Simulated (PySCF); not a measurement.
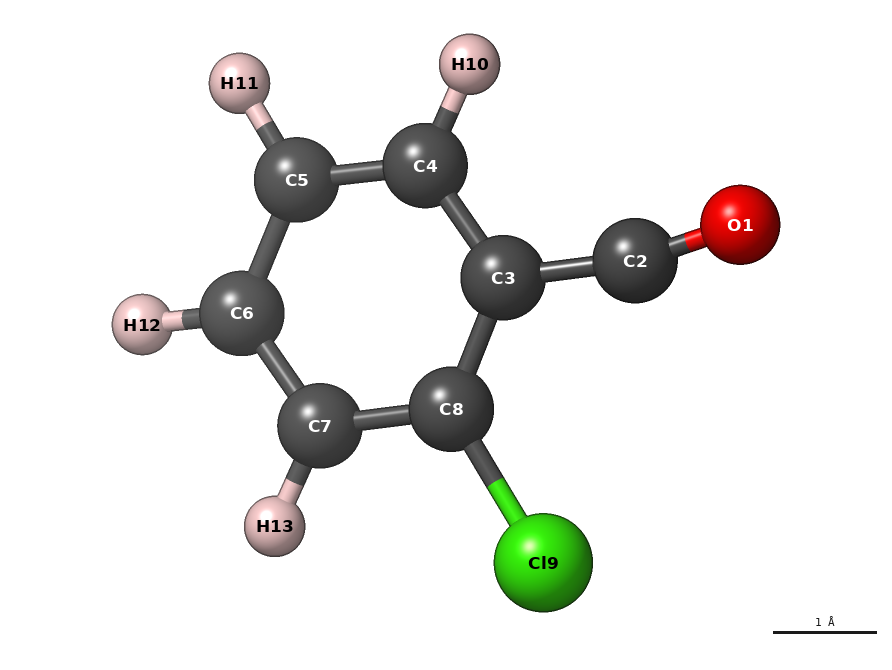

The view is orthographic, and the bar gives the scale. The species has charge +1 and is a spin singlet. Geometry: a frame of a GFN2-xTB molecular-dynamics simulation, not a minimum.

Write Cartesian coordinates in Å in the frame of the picture: x to the right, y up, z towards the viewer, origin at the mean of the atomic positions.

```xyz
13
C7H4ClO
O    3.26   0.67   1.13
C    2.23   0.32   0.80
C    0.94   0.16   0.46
C    0.18   1.25   0.10
C   -1.07   1.11  -0.45
C   -1.61  -0.19  -0.66
C   -0.84  -1.29  -0.22
C    0.44  -1.13   0.34
Cl   1.34  -2.63   0.60
H    0.62   2.24   0.19
H   -1.63   2.05  -0.69
H   -2.58  -0.30  -1.23
H   -1.29  -2.27  -0.38
```
